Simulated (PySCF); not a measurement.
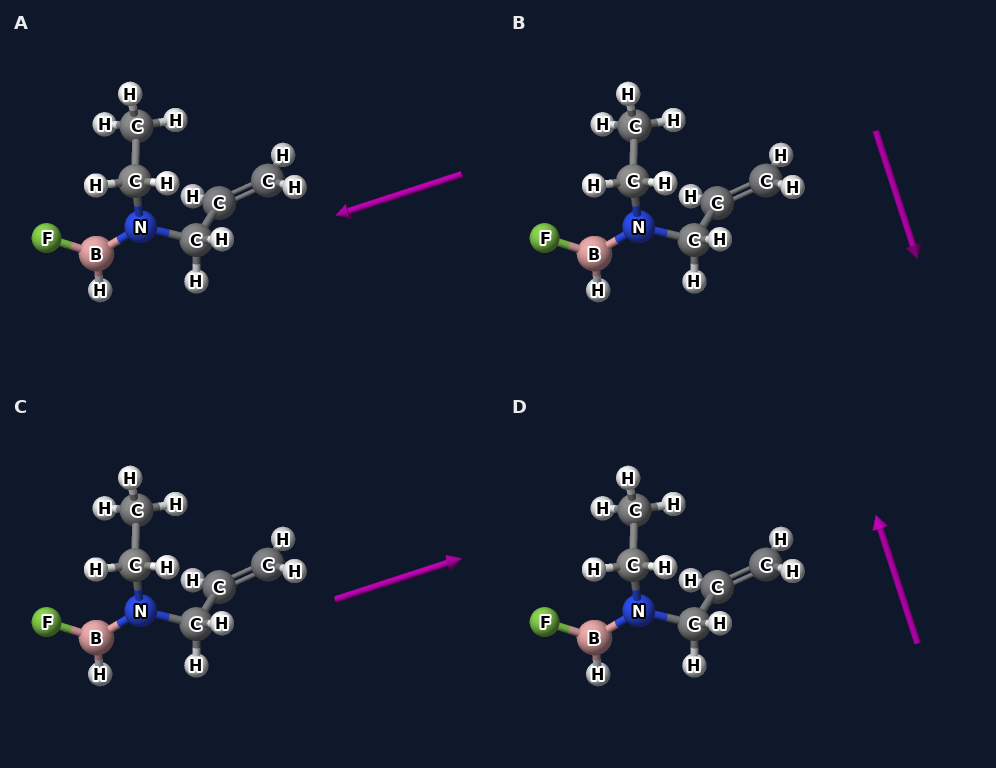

The same molecule four times, each with an arrow. The computed structure is the end point of a GFN2-xTB optimisation. No frequency run is at hand to confirm it as a minimum. Properties computed with PBE0/pcSseg-1, gas phase (PySCF 2.14.0).

### Which arrow points along the dipole moment, from the negative to the positive end?

C. The dipole moment is 2.34 D.

The geometry is semi-empirical. Around B such bond lengths and angles can be off by a tenth of an ångström or more and by several degrees, and values that hang on the shape move with them.
